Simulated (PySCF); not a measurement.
# EuHO2 (Eu(O)(OH)): the cost of one run

The runs use PySCF 2.14.0; several levels, as the steps say, no spin–orbit coupling.

1 further run of the same task is left out (for a known fault of the program).

## (1) Where the work starts

4 atoms, charge 0, spin multiplicity 1.

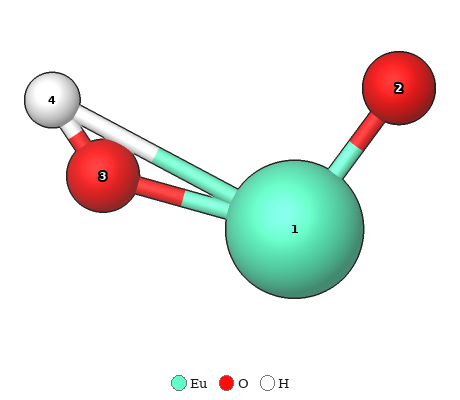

The structure; europium green, oxygen red, hydrogen white; atoms are numbered from 1 in the order of the file.

Geometry (Å):

```
Eu   -0.0070   -0.0475   -0.4384
O     1.2499    0.0363    0.9225
O    -1.9498    0.0184    0.3382
H    -2.3929    0.0813    1.1879
```

Formal oxidation states: Eu +3. Each metal's 6 4f electrons lie in its core potential, so multiplicities, spins and levels count the valence alone. An earlier session relaxed this geometry at PBE0, Eu lcecp-1-SVP with ECP52, O def2-SVP, H def2-SVP (singlet, point group Cs).

At PBE0 on the finer grid: E = -186.145338 Eh, HOMO -6.27 eV, LUMO -1.92 eV, Mulliken charge on Eu1 +0.79 e, largest force component 0.010 eV/Å. 

Levels to run: M06-L; wB97X; PBE0, TZVP. Hardware: 2 threads of Arm Neoverse V2, shared host.

## (2) M06-L

Contents of run.py (the lines that set the calculation):

```python
mol = gto.M(atom='''
Eu    -0.00702    -0.04746    -0.43841
O      1.24986     0.03632     0.92247
O     -1.94975     0.01842     0.33825
H     -2.39285     0.08134     1.18793''',
    basis={'Eu': 'lcecp-1-SVP', 'O': 'def2-SVP', 'H': 'def2-SVP'},
    ecp={'Eu': 'lcecp-1-SVP'},
    charge=0, spin=0)
mf = dft.RKS(mol, xc='M06L')
mf.grids.atom_grid = (75, 302)  # f atoms: unpruned, at least (60, 302)
mf = mf.density_fit()  # fitting sets: Eu AutoAux, O def2-universal-JKFIT, H def2-universal-JKFIT
mf.conv_tol = 1e-08; mf.max_cycle = 55
mf.kernel(dm0)  # dm0: the density of the relaxed state
```

On the command line:

```console
$ OMP_NUM_THREADS=2 python run.py
```

**Question.** How long does this run take on 2 threads of Arm Neoverse V2, shared host?

About 4.4 s.
